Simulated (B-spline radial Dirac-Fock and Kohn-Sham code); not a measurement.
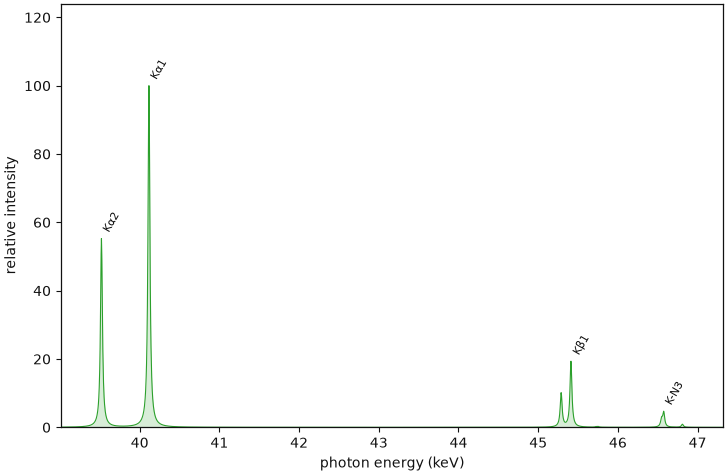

X-ray emission lines that fill a K (1s) hole, broadened by a Lorentzian of 29 eV full width. Multiplet splitting by the open shell is left out. Method: independent-particle rates on relativistic LDA orbitals of the hole state (multipoles to L = 3), energies from Dirac–Fock ΔSCF (computed with a B-spline radial code).

### Which element emits this spectrum? It is a free neutral atom.

Samarium (Sm, Z = 62): the strongest line is K-L3 (Kα1) at 40.12 keV, and the next K-L2 (Kα2) at 39.52 keV.
